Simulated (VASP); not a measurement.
# From one sheet to two: 1T-PtSe2 monolayer, part 3 of 9

What are the lattice, gap and band positions of 1T-PtSe2 monolayer, and what does a second sheet change?

VASP 6.6.1, plane waves and PAW; the level of theory is named at each step.

So far. Step 2 (Relaxing the monolayer): The run ended after 5 ionic steps, 0.024 eV below its first step, once forces and stress met EDIFFG = -0.015. Step 3 (A second relaxation): The start already met the threshold, so nothing moved.

## 4. Vacuum level and density of states

Level of this step: r2SCAN with rVV10; plane waves and PAW (Pt, Se) (VASP).

A static run writes the electrostatic potential without exchange and correlation (LVHAR), which is flat in the vacuum and gives the level to count from. The dipole correction cancels the field that unlike faces would set up across the vacuum.

INCAR reads:

```
SYSTEM = PtSe2
PREC = Normal
ENCUT = 350
EDIFF = 1E-06
NELM = 120
ISMEAR = 0
SIGMA = 0.03
LREAL = .FALSE.
ALGO = Normal
METAGGA = R2SCAN
LUSE_VDW = .TRUE.
IVDW_NL = 2
BPARAM = 11.95
CPARAM = 0.0093
LASPH = .TRUE.
NBANDS = 17
LORBIT = 11
LWAVE = .FALSE.
LCHARG = .TRUE.
IDIPOL = 3
LDIPOL = .TRUE.
DIPOL = 0.5 0.5 0.5
LVHAR = .TRUE.
LVACPOTAV = .TRUE.
NEDOS = 1500
LELF = .TRUE.
```

POSCAR reads:

```
PtSe2
1.0
    3.6859173901      0.0000000000      0.0000000000
   -1.8429586950      3.1920980961      0.0000000000
    0.0000000000      0.0000000000     22.0000000000
Pt Se
1 2
Direct
    0.0000000000      0.0000000000      0.5000000000
    0.3333333333      0.6666666667      0.4396400950
    0.6666666667      0.3333333333      0.5603599050
```

KPOINTS reads:

```
Automatic mesh
0
Gamma
9 9 1
0 0 0
```

KPOINTS_OPT reads:

```
Line mode
14
Line-mode
Reciprocal
  0.00000000   0.00000000   0.00000000 GAMMA
  0.50000000   0.00000000   0.00000000 M

  0.50000000   0.00000000   0.00000000 M
  0.33333333   0.33333333   0.00000000 K

  0.33333333   0.33333333   0.00000000 K
  0.00000000   0.00000000   0.00000000 GAMMA
```

Potentials, in the order of the species: Pt and Se (PBE family, release 64).

Launch:

```bash
$ mpirun -np 4 vasp_std
```

Log:

```text
[banner, memory and clock lines left out]
running    4 mpi-ranks, on    1 nodes
 distrk:  each k-point on    4 cores,    1 groups
 distr:  one band on    1 cores,    4 groups

 POSCAR found type information on POSCAR PtSe
 POSCAR found :  2 types and       3 ions
 [... a notice as in an earlier step ...]

 [... a notice as in an earlier step ...]

 LDA part: xc-table for (None), standard interpolation
|                                                                             |
|           W    W    AA    RRRRR   N    N  II  N    N   GGGG   !!!           |
|           W    W   A  A   R    R  NN   N  II  NN   N  G    G  !!!           |
|           W    W  A    A  R    R  N N  N  II  N N  N  G       !!!           |
|           W WW W  AAAAAA  RRRRR   N  N N  II  N  N N  G  GGG   !            |
|           WW  WW  A    A  R   R   N   NN  II  N   NN  G    G                |
|           W    W  A    A  R    R  N    N  II  N    N   GGGG   !!!           |
|                                                                             |
|     The number of bands has been changed from the values supplied in        |
|     The orbitals not found in the WAVECAR file will be initialized with     |
|     random numbers, which is usually adequate. For correlated               |
|     calculations, however, you should redo the groundstate calculation.     |
|     I found NBANDS = 17. Now, NBANDS = 20.                                  |
|                                                                             |

 POSCAR, INCAR and KPOINTS ok, starting setup
 FFT: planning ... GRIDC
 FFT: planning ... GRID_SOFT
 FFT: planning ... GRID
 WAVECAR not read
 entering main loop
       N       E                     dE             d eps       ncg     rms          rms(c)
Total rVV10 correction in eV:      0.6783990    27.0734255
DAV:   1     0.650416419134E+02    0.65042E+02   -0.61672E+03   480   0.595E+02
DAV:   2    -0.732473498777E+02   -0.13829E+03   -0.13110E+03   656   0.138E+02
DAV:   3    -0.866806592063E+02   -0.13433E+02   -0.13326E+02   612   0.515E+01
DAV:   4    -0.868752810053E+02   -0.19462E+00   -0.19448E+00   596   0.705E+00
DAV:   5    -0.868781840046E+02   -0.29030E-02   -0.29029E-02   624   0.851E-01    0.132E+01
Total rVV10 correction in eV:      0.6766713    27.0793740
DAV:   6    -0.810343193040E+02    0.58439E+01   -0.79184E+00   536   0.228E+01    0.849E+00
Total rVV10 correction in eV:      0.6785111    27.0758954
DAV:   7    -0.807482998959E+02    0.28602E+00   -0.16128E+00   524   0.116E+01    0.361E+00
Total rVV10 correction in eV:      0.6811385    27.0746159
DAV:   8    -0.807593619126E+02   -0.11062E-01   -0.93488E-02   592   0.200E+00    0.104E+00
Total rVV10 correction in eV:      0.6826649    27.0740397
DAV:   9    -0.807487227368E+02    0.10639E-01   -0.38768E-02   560   0.174E+00    0.214E-01
Total rVV10 correction in eV:      0.6834742    27.0738982
DAV:  10    -0.807502119497E+02   -0.14892E-02   -0.54114E-03   556   0.406E-01    0.136E-01
Total rVV10 correction in eV:      0.6841656    27.0738621
DAV:  11    -0.807506063095E+02   -0.39436E-03   -0.31417E-04   556   0.107E-01    0.437E-02
Total rVV10 correction in eV:      0.6843827    27.0738316
DAV:  12    -0.807507048734E+02   -0.98564E-04   -0.41530E-05   584   0.475E-02    0.152E-02
Total rVV10 correction in eV:      0.6845282    27.0737814
DAV:  13    -0.807507979254E+02   -0.93052E-04   -0.13525E-05   532   0.186E-02    0.415E-03
Total rVV10 correction in eV:      0.6847101    27.0736861
DAV:  14    -0.807509671170E+02   -0.16919E-03   -0.25059E-05   536   0.224E-02    0.670E-03
Total rVV10 correction in eV:      0.6848465    27.0735656
DAV:  15    -0.807511082881E+02   -0.14117E-03   -0.32642E-05   544   0.237E-02    0.246E-03
Total rVV10 correction in eV:      0.6848397    27.0735049
DAV:  16    -0.807511434200E+02   -0.35132E-04   -0.37261E-06   516   0.952E-03    0.155E-03
Total rVV10 correction in eV:      0.6848132    27.0734516
DAV:  17    -0.807511681784E+02   -0.24758E-04   -0.21524E-06   488   0.733E-03    0.147E-03
Total rVV10 correction in eV:      0.6847981    27.0734319
DAV:  18    -0.807511732273E+02   -0.50489E-05   -0.32771E-07   536   0.381E-03    0.437E-04
Total rVV10 correction in eV:      0.6847911    27.0734224
DAV:  19    -0.807511754163E+02   -0.21889E-05   -0.14941E-07   456   0.312E-03    0.515E-04
Total rVV10 correction in eV:      0.6847890    27.0734196
DAV:  20    -0.807511766564E+02   -0.12402E-05   -0.75398E-08   480   0.225E-03    0.935E-05
Total rVV10 correction in eV:      0.6847890    27.0734205
DAV:  21    -0.807511767902E+02   -0.13378E-06   -0.69610E-08   392   0.222E-03
|                                                                             |
|           W    W    AA    RRRRR   N    N  II  N    N   GGGG   !!!           |
|           W    W   A  A   R    R  NN   N  II  NN   N  G    G  !!!           |
|           W    W  A    A  R    R  N N  N  II  N N  N  G       !!!           |
|           W WW W  AAAAAA  RRRRR   N  N N  II  N  N N  G  GGG   !            |
|           WW  WW  A    A  R   R   N   NN  II  N   NN  G    G                |
|           W    W  A    A  R    R  N    N  II  N    N   GGGG   !!!           |
|                                                                             |
|     Did not find any points to average over, which means that no vacuum     |
|     field-free region was found. Please increase the size of  your cell     |
|     in the dimension of the dipole correction to obtain accurate            |
|     workfunction values.                                                    |
|                                                                             |

Total rVV10 correction in eV:      0.6847885    27.0734225
Total rVV10 correction in eV:      0.6847889    27.0734214
   1 F= -.80751177E+02 E0= -.80751177E+02  d E =-.828132E-11
 Start KPOINTS_OPT (optional k-point list driver)
k-point batch [1-12\42]
       N       E                     dE             ncg
DAV:   1    -0.286115589969E+03   -0.28349E+04      480
DAV:   2    -0.198475891299E+04   -0.16986E+04      652
DAV:   3    -0.215496301235E+04   -0.17020E+03      596
DAV:   4    -0.215769595035E+04   -0.27329E+01      568
DAV:   5    -0.215774986884E+04   -0.53918E-01      612
DAV:   6    -0.215775128371E+04   -0.14149E-02      624
DAV:   7    -0.215775133935E+04   -0.55645E-04      640
DAV:   8    -0.215775134129E+04   -0.19375E-05      516
DAV:   9    -0.215775134133E+04   -0.36447E-07      356
[...]
k-point batch [37-42\42]
       N       E                     dE             ncg
DAV:   1     0.251155581342E+04   -0.58692E+03      240
DAV:   2     0.170760879696E+04   -0.80395E+03      320
DAV:   3     0.162667562149E+04   -0.80933E+02      280
DAV:   4     0.162538512144E+04   -0.12905E+01      288
DAV:   5     0.162535453889E+04   -0.30583E-01      328
DAV:   6     0.162535407451E+04   -0.46438E-03      304
DAV:   7     0.162535406290E+04   -0.11610E-04      316
DAV:   8     0.162535406253E+04   -0.37205E-06      232
```

The job ended after 35 s (4 MPI ranks of AMD EPYC 9R45, shared host; peak memory 0.66 GiB; 2.3 min of CPU time).

From OUTCAR (step 4):

```text
The static configuration has the point symmetry D_3d.

 Found     12 irreducible k-points:

   k-points           NKPTS =     12   k-points in BZ     NKDIM =     12   number of bands    NBANDS=     20

   NELECT =      22.0000    total number of electrons

 E-fermi :  -3.2056

 k-point     1 :       0.0000    0.0000    0.0000
  band No.  band energies     occupation
    ...
      7      -6.4070      2.00000
      8      -4.7171      2.00000
      9      -4.0488      2.00000
     10      -3.3332      2.00000
     11      -3.3332      2.00000
     12      -0.1611      0.00000
     13      -0.1611      0.00000
     14       1.8597      0.00000
     15       2.4810      0.00000
     16       2.8270      0.00000
    ...

 k-point     2 :       0.1111    0.0000    0.0000
  band No.  band energies     occupation
    ...
      7      -6.5042      2.00000
      8      -5.1076      2.00000
      9      -3.8261      2.00000
     10      -3.4535      2.00000
     11      -3.3400      2.00000
     12      -0.9488      0.00000
     13      -0.3525      0.00000
     14       2.2747      0.00000
     15       2.7152      0.00000
     16       3.0600      0.00000
    ...

  Total       -0.0131838     -0.0131838     -0.0991119     -0.0000000      0.0000000     -0.0000000
  in kB       -0.0816030     -0.0816030     -0.6134682     -0.0000000      0.0000000     -0.0000000
  external PRESSURE =      -0.2588914 kB  Pullay stress =       0.0000000 kB

 POSITION                                       TOTAL-FORCE (eV/Angst)
 -----------------------------------------------------------------------------------
      0.00000      0.00000     11.00000        -0.000000      0.000000      0.000000
     -0.00000      2.12807      9.67208        -0.000000      0.000000      0.001571
      1.84296      1.06403     12.32792         0.000000     -0.000000     -0.001571
 -----------------------------------------------------------------------------------
    total drift:                               -0.000000      0.000000      0.000000

  FREE ENERGIE OF THE ION-ELECTRON SYSTEM (eV)
  ---------------------------------------------------
  free  energy   TOTEN  =       -80.7511767902 eV

  energy  without entropy=      -80.7511767902  energy(sigma->0) =      -80.75117679

 vacuum level on the upper side and lower side of the slab         2.612         2.612

[... 9 parts as in an earlier step ...]

[... 5 further parts left out ...]
```

Numbers from this step:

| Quantity | Value |
| --- | --- |
| electronic cycles | 21 |
| Fermi energy | -3.206 eV |
| least gap on mesh and path | 1.549 eV |
| least direct gap on mesh and path | 1.797 eV |
| vacuum levels | 2.612, 2.612 eV |
| ionisation potentials of the upper and lower face | 5.942, 5.942 eV |
| electron affinities of the upper and lower face | 4.393, 4.393 eV |

Electronic bands along the path, in eV, zero at the valence-band top; v1 is the highest filled band, c1 the lowest empty one:

```csv
point,v4,v3,v2,v1,c1,c2,c3,c4
Γ,-1.39,-0.72,0.00,0.00,3.17,3.17,5.19,5.81
M,-2.47,-2.09,-1.87,-1.56,2.63,2.89,5.05,6.71
K,-2.73,-2.44,-1.07,-1.07,1.94,1.94,6.46,8.76
Γ,-1.39,-0.72,0.00,0.00,3.17,3.17,5.19,5.81
```

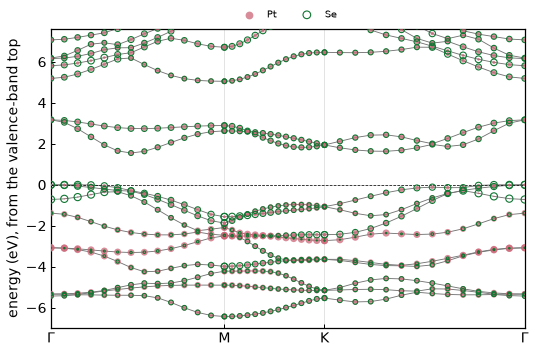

Electronic bands along the path; dots are coloured as in the legend, and their area grows with the weight.

Zero at the Fermi level. Table of planar average of the electrostatic potential by height:

| height (Å) | planar average of the electrostatic potential (eV) |
| --- | --- |
| 0 | 5.82 |
| 1 | 5.82 |
| 2 | 5.82 |
| 3 | 5.82 |
| 4 | 5.82 |
| 5 | 5.82 |
| 6 | 5.82 |
| 7 | 5.80 |
| 8 | 5.50 |
| 9 | -0.629 |
| 10 | -7.87 |
| 11 | -11.1 |
| 12 | -7.87 |
| 13 | -0.629 |
| 14 | 5.50 |
| 15 | 5.80 |
| 16 | 5.82 |
| 17 | 5.82 |
| 18 | 5.82 |
| 19 | 5.82 |
| 20 | 5.82 |
| 21 | 5.82 |

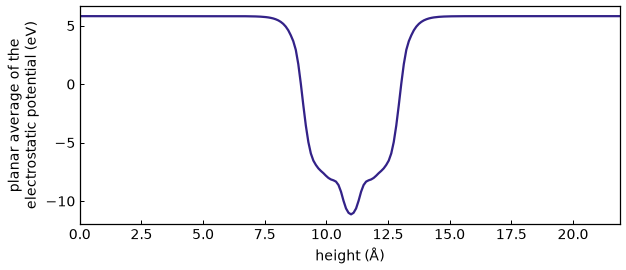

Planar average of the electrostatic potential, plotted against height.

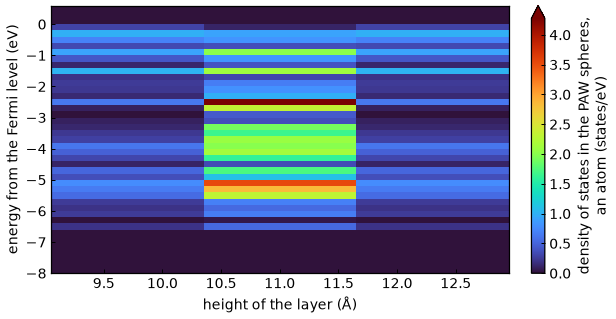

Density of states in the PAW spheres, an atom over height of the layer and energy from the Fermi level.

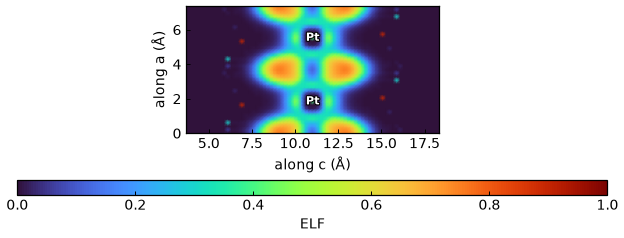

ELF in the ca plane at fractional y = 0.000, with atoms of Pt within 0.2 Å of it. It is the smooth field of the valence electrons, not physical close to the nuclei. The map starts off the cell's origin, so that atoms lie inside it. The far vacuum is left out of the map.

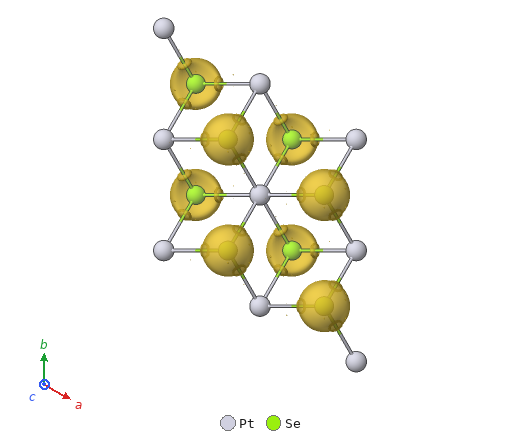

Surface of ELF = 0.85. 2×2×1 cells are drawn.

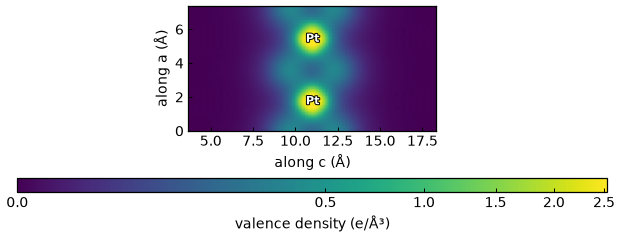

Valence density in the ca plane at fractional y = 0.000, with atoms of Pt within 0.2 Å of it. It is the smooth field of the valence electrons, not physical close to the nuclei. The map starts off the cell's origin, so that atoms lie inside it. The colour scale is stretched toward low values. The far vacuum is left out of the map.

The map of layer states is cut here 0.5 eV above the Fermi level, so it leaves out the states above that.

The vacuum level lies 5.94 eV above the highest filled level at the upper face; both faces agree, as the slab has next to no dipole.

The program found no field-free point at its default tolerance, but its printed level agrees with the flat part of the planar average.

[end of part 3 of 9]

[Lines on the potential files, build, host, timing and source positions are cut from VASP's logs without a mark.]

[Logs are printed without paths, hosts, clocks, repeated set-up lines and the standing remarks that a program may print on its own settings, such as how far it seeks lower states.]

[Hosts, paths, dates, database ids (printed as entryN), source tags and the programs' standing remarks are cut or masked in the printed files.]

[Runs that stopped without an error message from VASP are left out.]
